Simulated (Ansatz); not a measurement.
**GaH3: molecular dynamics**

Aim: follow the molecule's vibrations and see whether its bonds hold. The start is relaxed first. Runs: 300 steps of 0.5 fs under a Nosé-Hoover thermostat at 500 K.

Method: RKS PBE0/def2-SVP, in Ansatz 0.2.0.

## 1. The system as given

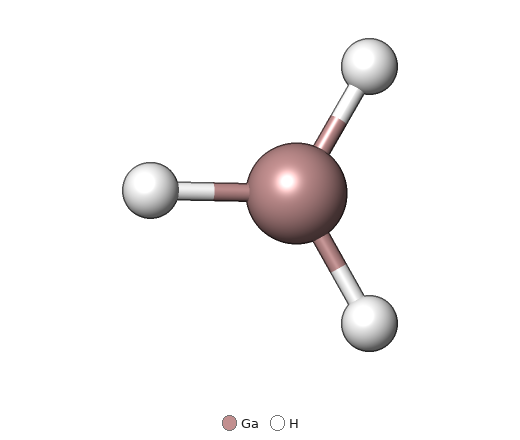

The starting structure, seen from a chosen angle (gallium pink, hydrogen white).

As a file:

```xyz
4

Ga    0.0000    0.0000    0.0000
H     0.0000    0.0000    1.5700
H     1.3596    0.0000   -0.7850
H    -1.3596    0.0000   -0.7850
```

## 2. Preparing the start

File input.yaml:

```yaml
crystal:
  periodic: [false, false, false]
  atoms:
    - { symbol: Ga, position_ang: [0.0, 0.0, 0.0] }
    - { symbol: H, position_ang: [0.0, 0.0, 1.57] }
    - { symbol: H, position_ang: [1.3596, 0.0, -0.785] }
    - { symbol: H, position_ang: [-1.3596, 0.0, -0.785] }
basis:
  gaussian: { orbitals: def2-SVP }
hamiltonian:
  xc: pbe0
relax:
  f_tol: 0.02
  max_steps: 40
output:
  orbitals: {}
```

The run is started by

```
ansatz run input.yaml --threads 1 --pin off --max-ram 2048MiB --backend cpu --events-out ev --progress --plain --runs-dir out
```

The program printed:

```text
Warning: RAYON_NUM_THREADS=1 ignored (pool sized by the plan → 1); use --threads N
The last accepted step is kept in <dir> (removed where the run ends without a failure and the disk answers)
Engine: ansatz 0.2.0, x86_64-unknown-linux-gnu
Functional definition: PBE0
  parameter a = 0.25
  parameter kappa = 0.804
  parameter beta = 0.06672455060314922
  exchange = (1 - a)*pbe_x(kappa = kappa, mu = beta*pi^2/3) + a*exact_x
  correlation = pbe_c(beta = beta)
508 factors; integrals over basis functions are off by at most 3.4e-4 eV
mean field evaluation 1: about -52411.6415 eV, gradient 1.9e1 eV
mean field evaluation 2: about -52411.7366 eV, gradient 2.1e1 eV
mean field evaluation 4: about -52412.1695 eV, gradient 1.8e-1 eV
mean field evaluation 8: about -52412.1681 eV, gradient 8.7e-4 eV
mean field -52412.16811802 eV, -1926.1116520938 hartree, gradient 1.5e-5 eV, S^2 0.000000; 0 other end points of the search recorded, 0 dependent functions left out
the calculation of the forces begins
reference -52412.16814331 eV, -1926.1116530231 hartree; 17, 17 occupied and 30, 30 virtual orbitals, 508 factors
relax step   1: F+E_penalty+E_count = -52412.16811802 eV  Δ(F+E_penalty+E_count) = +0.000e0 eV  max|allowed force component| = 1.488e-2 eV/Å  Δτ_max = 0.0000 Å  (22 SCF iters, accepted)
Total energy: -52412.16814331 eV, -1926.1116530231 hartree
Atom 0 at     0.000000     0.000000     0.000000 Å, force    -0.000000     0.000000     0.000650 eV/Å
Atom 1 at     0.000000     0.000000     1.570000 Å, force     0.000000    -0.000000     0.014876 eV/Å
Atom 2 at     1.359600     0.000000    -0.785000 Å, force     0.013537    -0.000000    -0.007763 eV/Å
Atom 3 at    -1.359600     0.000000    -0.785000 Å, force    -0.013537    -0.000000    -0.007763 eV/Å
Dipole moment:    -0.000000    -0.000000    -0.000007 e Å
```

It took 0.72 s on 1 thread of Intel Xeon 6975P-C (Granite Rapids), shared host; peak memory 0.11 GiB.

The start already meets the force threshold, so nothing moves.

## 3. The run

300 steps of 0.5 fs under a Nosé-Hoover thermostat at 500 K, from the relaxed start.

input.yaml, as its differences from that of step 2:

```diff
@@ -11,6 +11,9 @@
   xc: pbe0
-relax:
-  f_tol: 0.02
-  max_steps: 40
-output:
-  orbitals: {}
+md:
+  timestep: 0.5
+  n_steps: 300
+  ensemble: nvt_nose_hoover
+  temperature: 500.0
+  initial_velocities: maxwell_boltzmann
+  seed: 602755
+  nose_hoover: { tau: 100.0, chain_length: 3 }
```

The run is started by

```
ansatz run input.yaml --threads 1 --pin off --max-ram 2048MiB --backend cpu --events-out ev --progress --plain --runs-dir out
```

The program printed, cut to the lines that bear on the results:

```text
Warning: RAYON_NUM_THREADS=1 ignored (pool sized by the plan → 1); use --threads N
[...]
[... 1 set-up line as earlier in the session ...]
[...]
508 factors; integrals over basis functions are off by at most 3.4e-4 eV
[...]
mean field -52412.16811802 eV, -1926.1116520938 hartree, gradient 1.5e-5 eV, S^2 0.000000; 0 other end points of the search recorded, 0 dependent functions left out
[...]
reference -52412.16814331 eV, -1926.1116530231 hartree; 17, 17 occupied and 30, 30 virtual orbitals, 508 factors
md step     0: t =     0.00 fs  T =   500.0 K  F+E_penalty+E_count = -52412.16811802 eV  E_kin = 0.129260 eV  conserved = -52412.03885802 eV  (22 SCF iters)
[...]
md step    20: t =    10.00 fs  T =   295.0 K  F+E_penalty+E_count = -52412.11468124 eV  E_kin = 0.076272 eV  conserved = -52412.03868959 eV  (21 SCF iters)
[...]
md step    40: t =    20.00 fs  T =   222.3 K  F+E_penalty+E_count = -52412.09440153 eV  E_kin = 0.057470 eV  conserved = -52412.03822900 eV  (21 SCF iters)
[...]
md step    60: t =    30.00 fs  T =    40.6 K  F+E_penalty+E_count = -52412.04541456 eV  E_kin = 0.010490 eV  conserved = -52412.03796280 eV  (17 SCF iters)
[...]
md step    80: t =    40.00 fs  T =   224.3 K  F+E_penalty+E_count = -52412.09141976 eV  E_kin = 0.057990 eV  conserved = -52412.03829309 eV  (22 SCF iters)
md step    81: t =    40.50 fs  T =   290.2 K  F+E_penalty+E_count = -52412.10840509 eV  E_kin = 0.075015 eV  conserved = -52412.03839910 eV  (22 SCF iters)
```

## 4. More of the same log: dynamics from the start

Output, continued, cut to the lines that bear on the results:

```text
md step    82: t =    41.00 fs  T =   356.1 K  F+E_penalty+E_count = -52412.12536507 eV  E_kin = 0.092053 eV  conserved = -52412.03850698 eV  (22 SCF iters)
[...]
md step   107: t =    53.50 fs  T =   137.6 K  F+E_penalty+E_count = -52412.06338249 eV  E_kin = 0.035572 eV  conserved = -52412.03820354 eV  (21 SCF iters)
[...]
md step   132: t =    66.00 fs  T =   379.0 K  F+E_penalty+E_count = -52412.12124434 eV  E_kin = 0.097970 eV  conserved = -52412.03848295 eV  (21 SCF iters)
[...]
md step   157: t =    78.50 fs  T =   270.2 K  F+E_penalty+E_count = -52412.08495070 eV  E_kin = 0.069863 eV  conserved = -52412.03853369 eV  (21 SCF iters)
[...]
md step   182: t =    91.00 fs  T =   309.9 K  F+E_penalty+E_count = -52412.08538373 eV  E_kin = 0.080124 eV  conserved = -52412.03822670 eV  (22 SCF iters)
md step   183: t =    91.50 fs  T =   363.9 K  F+E_penalty+E_count = -52412.09897001 eV  E_kin = 0.094076 eV  conserved = -52412.03833186 eV  (22 SCF iters)
md step   184: t =    92.00 fs  T =   416.1 K  F+E_penalty+E_count = -52412.11201517 eV  E_kin = 0.107566 eV  conserved = -52412.03843487 eV  (22 SCF iters)
```

## 5. The log goes on: dynamics from the start

The log, continued, cut to the lines that bear on the results:

```text
md step   185: t =    92.50 fs  T =   460.1 K  F+E_penalty+E_count = -52412.12285873 eV  E_kin = 0.118933 eV  conserved = -52412.03852966 eV  (21 SCF iters)
[...]
md step   206: t =   103.00 fs  T =   421.4 K  F+E_penalty+E_count = -52412.10301959 eV  E_kin = 0.108942 eV  conserved = -52412.03849995 eV  (22 SCF iters)
[...]
md step   227: t =   113.50 fs  T =   333.5 K  F+E_penalty+E_count = -52412.06569828 eV  E_kin = 0.086208 eV  conserved = -52412.03814192 eV  (22 SCF iters)
[...]
md step   248: t =   124.00 fs  T =   117.0 K  F+E_penalty+E_count = -52411.99838747 eV  E_kin = 0.030249 eV  conserved = -52412.03782233 eV  (22 SCF iters)
[...]
md step   299: t =   149.50 fs  T =   238.7 K  F+E_penalty+E_count = -52411.98718868 eV  E_kin = 0.061716 eV  conserved = -52412.03737685 eV  (21 SCF iters)
[...]
md step   300: t =   150.00 fs  T =   325.4 K  F+E_penalty+E_count = -52412.00921972 eV  E_kin = 0.084123 eV  conserved = -52412.03756784 eV  (21 SCF iters)
Total energy: -52412.00924513 eV, -1926.1058136225 hartree
Atom 0 at    -0.000548     0.001129     0.001221 Å, force    -1.872009    -0.164586     0.195252 eV/Å
Atom 1 at     0.109584    -0.037199     1.546706 Å, force    -0.286786     0.040644     0.318269 eV/Å
Atom 2 at     1.266584     0.002479    -0.725622 Å, force     1.792208     0.060821    -1.075015 eV/Å
Atom 3 at    -1.338296    -0.043353    -0.905508 Å, force     0.366587     0.063121     0.561494 eV/Å
Dipole moment:     0.007111     0.020235     0.022468 e Å
```

Wall time 2.3 min (1 thread of Intel Xeon 6975P-C (Granite Rapids), shared host); peak memory 0.1 GiB.

## 6. What the atoms did

The trajectory, every 16 steps (energies from step 0):

| time (fs) | T (K) | potential energy change (meV/atom) | conserved energy change (meV/atom) |
| --- | --- | --- | --- |
| 0.0 | 500 | 0.0 | 0.00 |
| 8.0 | 325 | 11.4 | 0.05 |
| 16.0 | 355 | 9.5 | 0.03 |
| 24.0 | 343 | 10.7 | 0.10 |
| 32.0 | 200 | 20.3 | 0.10 |
| 40.0 | 224 | 19.2 | 0.14 |
| 48.0 | 189 | 22.2 | 0.18 |
| 56.0 | 39 | 32.6 | 0.19 |
| 64.0 | 158 | 25.9 | 0.23 |
| 72.0 | 104 | 30.7 | 0.22 |
| 80.0 | 86 | 33.0 | 0.22 |
| 88.0 | 255 | 23.8 | 0.21 |
| 96.0 | 237 | 26.9 | 0.14 |
| 104.0 | 303 | 24.3 | 0.17 |
| 112.0 | 576 | 9.2 | 0.05 |
| 120.0 | 429 | 21.5 | 0.10 |
| 128.0 | 667 | 8.4 | 0.04 |
| 136.0 | 759 | 6.5 | 0.02 |
| 144.0 | 502 | 25.8 | 0.13 |
| 150.0 | 325 | 39.7 | 0.32 |

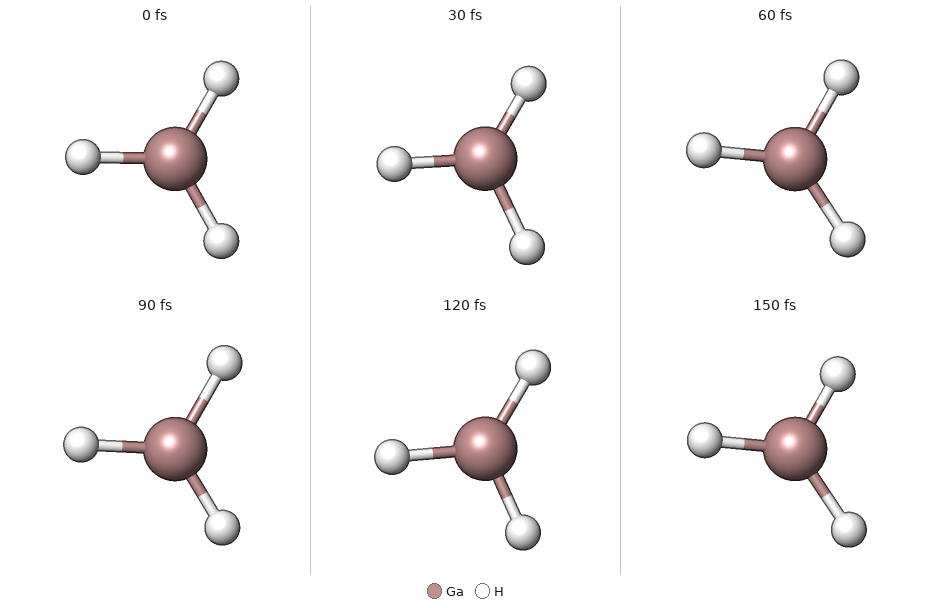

The system at six times, viewed from a chosen angle. Sticks join atoms within a bonding distance in each frame.

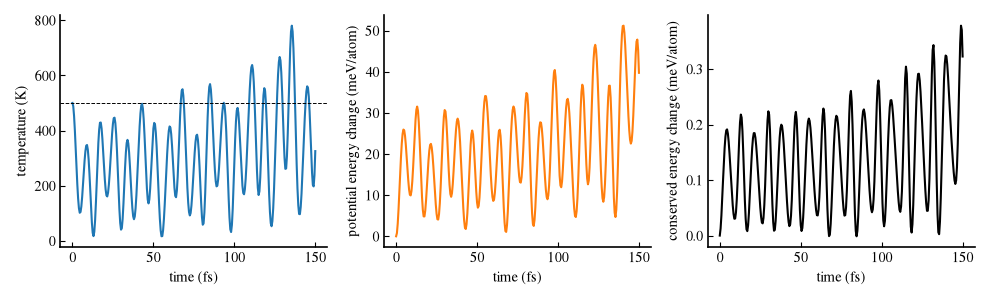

Traces against time; each panel has its own scale. The dashed line is the set temperature.

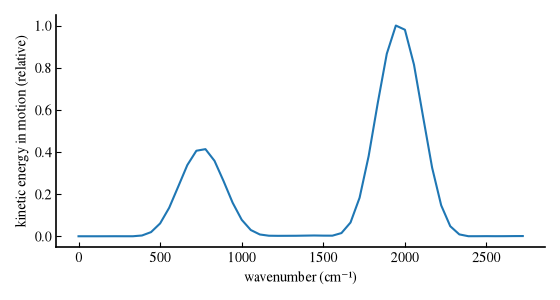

Power spectrum of the mass-weighted velocities; a run of 150 fs resolves no finer than about 440 cm⁻¹.

Maxima of the velocity power spectrum (cm⁻¹, relative height; resolution about 440 cm⁻¹): 780 (41), 1950 (100).

## 7. Positions and forces

Extended XYZ, with forces in eV/Å:

```xyz
4
time_fs=19.0 T=321 dE=0.0479
Ga   -0.003    0.000    0.001    1.335   -0.058    0.138
H     0.058   -0.010    1.590   -0.096    0.021   -0.294
H     1.416   -0.009   -0.814   -0.654    0.022    0.398
H    -1.295   -0.011   -0.816   -0.586    0.015   -0.241
4
time_fs=37.5 T=89 dE=0.1115
Ga    0.001   -0.001   -0.001    1.271    0.109    0.284
H    -0.117    0.017    1.595    0.323   -0.037   -0.333
H     1.433    0.021   -0.845   -0.974   -0.046    0.639
H    -1.362    0.015   -0.680   -0.620   -0.026   -0.590
4
time_fs=56.0 T=39 dE=0.1305
Ga   -0.005    0.001    0.002    2.026   -0.111   -0.052
H     0.138   -0.020    1.587   -0.251    0.039   -0.330
H     1.464   -0.016   -0.831   -1.057    0.045    0.599
H    -1.254   -0.020   -0.866   -0.717    0.027   -0.217
4
time_fs=75.0 T=271 dE=0.0804
Ga    0.002   -0.001   -0.001    0.417    0.086   -0.072
H    -0.141    0.011    1.579    0.350   -0.026   -0.135
H     1.415    0.020   -0.834   -0.818   -0.036    0.520
H    -1.416    0.010   -0.674    0.051   -0.025   -0.314
4
time_fs=94.0 T=489 dE=0.0397
Ga   -0.002    0.000    0.002    0.057   -0.019   -0.621
H     0.116   -0.007    1.558   -0.250    0.005    0.123
H     1.374    0.007   -0.785   -0.104    0.006    0.025
H    -1.329   -0.010   -0.903    0.297    0.008    0.472
4
time_fs=112.5 T=508 dE=0.0554
Ga    0.002    0.001    0.000   -1.447   -0.069   -0.259
H    -0.046   -0.017    1.548    0.047    0.017    0.347
H     1.318    0.004   -0.763    0.629    0.022   -0.405
H    -1.442   -0.020   -0.777    0.771    0.029    0.316
4
time_fs=131.0 T=301 dE=0.1352
Ga    0.003   -0.001    0.000   -2.340    0.083    0.081
H    -0.013    0.013    1.543   -0.049   -0.040    0.430
H     1.270    0.039   -0.736    1.584    0.004   -0.970
H    -1.432    0.011   -0.812    0.805   -0.046    0.459
4
time_fs=150.0 T=325 dE=0.1589
Ga   -0.001    0.001    0.001   -1.872   -0.165    0.195
H     0.110   -0.037    1.547   -0.287    0.041    0.318
H     1.267    0.003   -0.726    1.792    0.061   -1.075
H    -1.338   -0.043   -0.905    0.367    0.063    0.561
```

## 8. Summary of results

| quantity | value |
| --- | --- |
| relaxation of the start | 0 moves, 0.000 eV lower |
| length | 300 steps of 0.5 fs |
| temperature, first and last step | 500 and 325 K |
| temperature, second half | mean 355 K, from 32 to 780 K |
| potential energy, second half | +25 meV/atom from the start |
| largest change of the conserved energy | 0.38 meV/atom |
| bonds formed or broken | 0 |

Against a set 500 K the second half averages 355 K with a spread of 176 K; 25 meV/atom has gone into potential energy, and a thermostat that acts over some 100 fs has not made it up in 150 fs. The conserved energy strays from its start by at most 0.38 meV/atom, 1.9 % of the mean kinetic energy, which is good for a step of 0.5 fs. The bonding pattern survives the run. A run of 150 fs with 4 atoms shows the motion but fixes no equilibrium value. The nuclei move classically, without zero-point motion, which matters most for hydrogen.
